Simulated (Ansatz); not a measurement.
# HBS (hydrogen boron sulfide): CCSD(T)/def2-TZVPPD

What is the energy change on altering one bond length of HBS (hydrogen boron sulfide) at CCSD(T)/def2-TZVPPD? 

Program for the calculation: Ansatz 0.2.0.

56 further runs of the same task are left out: 3 that didn't finish, 53 set aside as unsound or not needed.

## (1) The structure to begin with

The species is HBS (3 atoms), meant as a singlet with charge 0. As SMILES, `B=S`. The shape is that of a PBE0-D4/def2-TZVP optimisation.

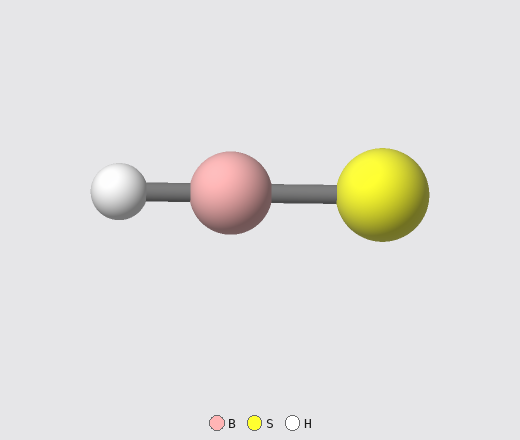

The structure, seen from a chosen angle (boron pink, sulfur yellow, hydrogen white).

## (2) The energy at CCSD(T)/def2-TZVPPD

Contents of in.yaml:

```yaml
crystal:
  periodic: [false, false, false]
  atoms:
    - {symbol: B, position_ang: [-0.038660, -0.014560, 0.134750]}
    - {symbol: S, position_ang: [0.399170, 0.147640, -1.393290]}
    - {symbol: H, position_ang: [-0.360510, -0.133080, 1.258530]}
basis:
  gaussian:
    orbitals: def2-TZVPPD.json
correlation:
  method: ccsd_t
  frozen_orbitals: {B: 1, H: 0, S: 5}
accuracy: high
scf:
  omitted_lower_state_checks: [cluster_reference, increment]
```

The basis set def2-TZVPPD is read from a file made from the Basis Set Exchange's data (not shown).

On the command line:

```
$ ansatz run in.yaml --threads 1 --pin off --max-ram 3480MiB --events-out events.jsonl --progress --plain --runs-dir runs
```

The log of the run:

```text
Warning: RAYON_NUM_THREADS=1 ignored (pool sized by the plan → 1); use --threads N
Functional definition: HF
  name "HF"
  exchange = exact_x
  correlation = 0
these checks for a lower state are left out or cut short: cluster_reference, increment
1398 factors; integrals over basis functions are off by at most 4.0e-9 eV
mean field evaluation 1: about -11504.9021 eV, gradient 1.5e1 eV
mean field evaluation 2: about -11504.9031 eV, gradient 1.5e1 eV
mean field evaluation 4: about -11505.7851 eV, gradient 2.1e0 eV
mean field evaluation 8: about -11505.8026 eV, gradient 7.0e-5 eV
mean field -11505.80261001 eV, -422.8304470048 hartree, gradient 1.2e-8 eV, S^2 0.000000; 0 other end points of the search recorded, 0 dependent functions left out
6 core orbitals not correlated: weight in the atoms' cores, before any rotation towards them, 1.000 or more for the frozen orbitals, at most 0.000 for the correlated occupied ones
reference -11505.80261001 eV, -422.8304470048 hartree; 5, 5 occupied and 94, 94 virtual orbitals, 1398 factors
second order -7.16413621 eV of doubles, -0.00000000 eV of singles
cycle   1  -7.44449591 eV  change   -2.8e-1 eV  update   8.1e-2
cycle   2  -7.66902686 eV  change   -2.2e-1 eV  update   2.6e-2
cycle   3  -7.73830551 eV  change   -6.9e-2 eV  update   1.6e-2
cycle   4  -7.73143617 eV  change    6.9e-3 eV  update   4.1e-3
cycle   5  -7.73125921 eV  change    1.8e-4 eV  update   1.5e-3
cycle   6  -7.73116870 eV  change    9.1e-5 eV  update   3.2e-4
cycle   7  -7.73118037 eV  change   -1.2e-5 eV  update   7.5e-5
cycle   8  -7.73120377 eV  change   -2.3e-5 eV  update   2.7e-5
cycle   9  -7.73120035 eV  change    3.4e-6 eV  update   7.0e-6
cycle  10  -7.73119753 eV  change    2.8e-6 eV  update   2.0e-6
cycle  11  -7.73119825 eV  change   -7.3e-7 eV  update   6.0e-7
cycle  12  -7.73119842 eV  change   -1.7e-7 eV  update   1.8e-7
cycle  13  -7.73119856 eV  change   -1.4e-7 eV  update   6.5e-8
cycle  14  -7.73119858 eV  change   -2.2e-8 eV  update   3.0e-8
cycle  15  -7.73119855 eV  change    2.9e-8 eV  update   1.1e-7
cycle  16  -7.73119857 eV  change   -1.2e-8 eV  update   2.8e-8
cycle  17  -7.73119857 eV  change   -5.1e-9 eV  update   1.1e-8
cycle  18  -7.73119857 eV  change   -3.2e-9 eV  update   5.3e-9
cycle  19  -7.73119858 eV  change  -9.3e-11 eV  update   2.2e-9
cycle  20  -7.73119858 eV  change  -1.2e-10 eV  update  7.0e-10
perturbative correction -0.43979346 eV, -0.0161621114 hartree
Total energy: -11513.97360204 eV, -423.1307254235 hartree
Checks for a lower state left out: cluster_reference, increment
```

Run time: 6.3 s. Hardware: 1 thread of Arm Neoverse V1, shared host; peak memory 0.56 GiB.

## (3) The distorted shape at the same level

Contents of in.yaml:

```yaml
crystal:
  periodic: [false, false, false]
  atoms:
    - symbol: B
      position_ang: [0.009618, 0.003218, -0.033820]
    - symbol: S
      position_ang: [0.447448, 0.165418, -1.561860]
    - symbol: H
      position_ang: [-0.360510, -0.133080, 1.258530]
basis:
  gaussian: {orbitals: def2-TZVPPD.json}
scf: {omitted_lower_state_checks: [cluster_reference, increment]}
accuracy: high
correlation: {method: ccsd_t, frozen_orbitals: {B: 1, H: 0, S: 5}}
```

The basis set def2-TZVPPD is read from a file made from the Basis Set Exchange's data (not shown).

On the command line:

```
$ ansatz run in.yaml --threads 1 --pin off --max-ram 3480MiB --events-out events.jsonl --progress --plain --runs-dir runs
```

The log of the run:

```text
Warning: RAYON_NUM_THREADS=1 ignored (pool sized by the plan → 1); use --threads N
Functional definition: HF
  name "HF"
  exchange = exact_x
  correlation = 0
these checks for a lower state are left out or cut short: cluster_reference, increment
1409 factors; integrals over basis functions are off by at most 3.7e-9 eV
mean field evaluation 1: about -11504.4426 eV, gradient 1.6e1 eV
mean field evaluation 2: about -11504.4436 eV, gradient 1.6e1 eV
mean field evaluation 4: about -11505.4105 eV, gradient 2.1e0 eV
mean field evaluation 8: about -11505.4311 eV, gradient 1.2e-4 eV
mean field -11505.43113152 eV, -422.8167954221 hartree, gradient 2.1e-8 eV, S^2 0.000000; 0 other end points of the search recorded, 0 dependent functions left out
6 core orbitals not correlated: weight in the atoms' cores, before any rotation towards them, 1.000 or more for the frozen orbitals, at most 0.000 for the correlated occupied ones
reference -11505.43113152 eV, -422.8167954221 hartree; 5, 5 occupied and 94, 94 virtual orbitals, 1409 factors
second order -7.19615698 eV of doubles, -0.00000000 eV of singles
cycle   1  -7.47226522 eV  change   -2.8e-1 eV  update   8.3e-2
cycle   2  -7.70624532 eV  change   -2.3e-1 eV  update   2.7e-2
cycle   3  -7.78087632 eV  change   -7.5e-2 eV  update   1.6e-2
cycle   4  -7.77459696 eV  change    6.3e-3 eV  update   4.1e-3
cycle   5  -7.77466945 eV  change   -7.2e-5 eV  update   1.5e-3
cycle   6  -7.77458327 eV  change    8.6e-5 eV  update   3.6e-4
cycle   7  -7.77456559 eV  change    1.8e-5 eV  update   8.6e-5
cycle   8  -7.77459133 eV  change   -2.6e-5 eV  update   3.4e-5
cycle   9  -7.77458913 eV  change    2.2e-6 eV  update   8.9e-6
cycle  10  -7.77458590 eV  change    3.2e-6 eV  update   2.7e-6
cycle  11  -7.77458685 eV  change   -9.5e-7 eV  update   8.0e-7
cycle  12  -7.77458715 eV  change   -3.0e-7 eV  update   2.3e-7
cycle  13  -7.77458742 eV  change   -2.7e-7 eV  update   8.5e-8
cycle  14  -7.77458743 eV  change   -1.2e-8 eV  update   3.3e-8
cycle  15  -7.77458743 eV  change    1.5e-9 eV  update   2.1e-8
cycle  16  -7.77458766 eV  change   -2.3e-7 eV  update   1.1e-7
cycle  17  -7.77458768 eV  change   -2.0e-8 eV  update   2.6e-8
cycle  18  -7.77458769 eV  change   -1.3e-8 eV  update   7.5e-9
cycle  19  -7.77458769 eV  change    1.0e-9 eV  update   2.5e-9
cycle  20  -7.77458769 eV  change   7.0e-10 eV  update   1.2e-9
perturbative correction -0.44828308 eV, -0.0164740995 hartree
Total energy: -11513.65400229 eV, -423.1189803492 hartree
Checks for a lower state left out: cluster_reference, increment
```

Run time: 6.3 s. Hardware: 1 thread of Arm Neoverse V1, shared host; peak memory 0.56 GiB.

## (4) Outcome

At CCSD(T)/def2-TZVPPD, 6 core orbitals frozen:

```
                                                         quantity          value
                                        first shape: total energy  -423.13073 Eh
         first shape: correlation energy (6 core orbitals frozen)     -300.3 mEh
                                      first shape: (T) correction     -16.16 mEh
                                       first shape: T1 diagnostic          0.019
                                    distorted shape: total energy  -423.11898 Eh
     distorted shape: correlation energy (6 core orbitals frozen)     -302.2 mEh
                                  distorted shape: (T) correction     -16.47 mEh
                                   distorted shape: T1 diagnostic          0.019
energy change with the B1–H3 bond stretched from 1.175 to 1.351 Å       0.320 eV
```

With the B1–H3 bond stretched from 1.175 to 1.351 Å the energy rises by 0.32 eV (7.4 kcal/mol). The first shape isn't relaxed at this level, so the change isn't measured from a minimum. The triples (first shape) make up 5.4 % of the correlation energy. The triples (distorted shape) make up 5.5 % of the correlation energy.
